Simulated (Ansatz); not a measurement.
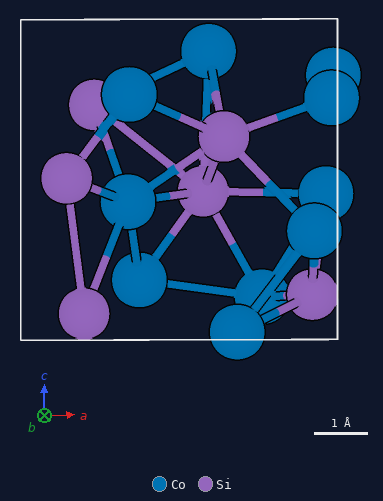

Starting frame of a dynamics run of an amorphous cell of composition Co$_{5}$Si$_{3}$ (16 atoms in the cell). A ball-and-stick model of the simulation cell, seen along the b axis. Bonds to atoms that aren't drawn are left out.

The calculation used DFT PBE, scalar-relativistic, plane waves, PAW in Ansatz 0.2.0.

Input file:
```yaml
crystal:
  lattice:
    - [6.033846, 0.013244, 0.008948]
    - [0.013244, 5.866666, 0.129466]
    - [0.008948, 0.129466, 6.114267]
  atoms:
    - { symbol: Co, position: [0.5887157706, 0.6747728263, 0.8958968316] }
    - { symbol: Co, position: [0.7575953795, 0.8587940239, 0.1297715541] }
    - { symbol: Co, position: [0.3384297594, 0.0808622926, 0.7618735292] }
    - { symbol: Co, position: [0.9771977222, 0.3778714049, 0.7494001775] }
    - { symbol: Co, position: [0.3700256693, 0.7463353717, 0.1832441996] }
    - { symbol: Co, position: [0.6791225755, 0.2408211584, 0.019598643] }
    - { symbol: Co, position: [0.9230609638, 0.2729730523, 0.3346967944] }
    - { symbol: Co, position: [0.9596295098, 0.7010261378, 0.4508479354] }
    - { symbol: Co, position: [0.9826764025, 0.933804643, 0.8209585681] }
    - { symbol: Co, position: [0.3340683049, 0.4142929677, 0.4272470148] }
    - { symbol: Si, position: [0.6371465249, 0.3518678766, 0.6298439611] }
    - { symbol: Si, position: [0.195447535, 0.1719666963, 0.078383075] }
    - { symbol: Si, position: [0.2278030776, 0.6857208419, 0.7296375963] }
    - { symbol: Si, position: [0.9164473208, 0.5560475697, 0.1359581704] }
    - { symbol: Si, position: [0.1404206904, 0.0403058249, 0.5007668722] }
    - { symbol: Si, position: [0.5712255634, 0.7542411771, 0.4591277927] }
  symmetry: { detect: false }
basis:
  ecutwfc: 420
kpoints:
  mp_grid: { grid: [1, 1, 1], shift: [0.25, 0.25, 0.25] }
hamiltonian:
  xc: pbe
scf:
  occupations: { method: fermi_dirac, width: 0.2172 }
  lower_state_search: "off"
  convergence: { dr2_threshold: 1.0e-06 }
output:
  forces: true
  stress: true
md:
  timestep: 3.0
  n_steps: 250
  ensemble: nvt_langevin
  friction: 0.03
  temperature: 2520.0
  initial_velocities: maxwell_boltzmann
  seed: 88938
```

Run as
```bash
ansatz run input.yaml --threads 2 --pin off --max-ram 5120MiB --backend cpu --events-out ev --progress --plain --runs-dir out
```

Predict how the run goes.

The mean temperature in the second half is 2622 K (standard deviation 428 K). The potential energy is still drifting at the end, so the run hasn't reached equilibrium. The potential energy in the second half lies on average 59.1 meV per atom above the first frame. The mean pressure there is −1.5 GPa. In the second half of the run the atoms are, in the root-mean-square, this far from where they began (common drift taken out): Si 1.15 Å, Co 0.74 Å. Against the typical shortest distance between atoms in the first frame, about 2.1 Å these are large excursions, but over 750 fs one can't yet tell strong vibration from the start of diffusion. Bond changes: 5 Si–Si contacts open and close in turn; 5 Si–Si bonds break between 87 fs and 747 fs; 7 Si–Si bonds form between 255 fs and 678 fs.

Along the run (each row but the first and the last is the mean over the interval that it begins):

```json
{"time (fs)": "0.0", "potential energy (meV/atom)": "0.0", "T (K)": "2362", "p (GPa)": "-1.4"}
{"time (fs)": "123.0", "potential energy (meV/atom)": "-9.1", "T (K)": "2519", "p (GPa)": "0.1"}
{"time (fs)": "246.0", "potential energy (meV/atom)": "40.8", "T (K)": "2514", "p (GPa)": "0.6"}
{"time (fs)": "369.0", "potential energy (meV/atom)": "70.6", "T (K)": "2715", "p (GPa)": "0.4"}
{"time (fs)": "492.0", "potential energy (meV/atom)": "97.2", "T (K)": "2827", "p (GPa)": "0.8"}
{"time (fs)": "615.0", "potential energy (meV/atom)": "14.1", "T (K)": "2387", "p (GPa)": "-5.6"}
{"time (fs)": "738.0", "potential energy (meV/atom)": "32.7", "T (K)": "1980", "p (GPa)": "-2.9"}
```

The paths of the atoms:

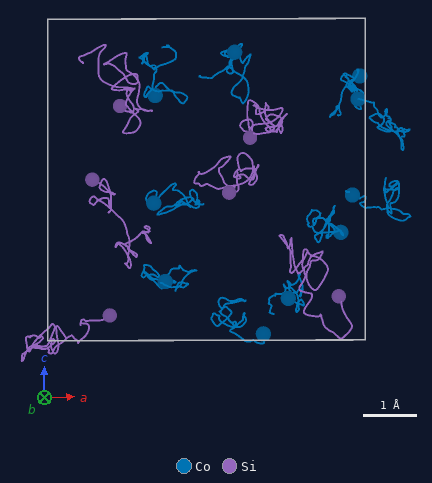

Limits of the set-up: the periodic images lie only 5.9 Å apart, so the values are limited by the cell's size.
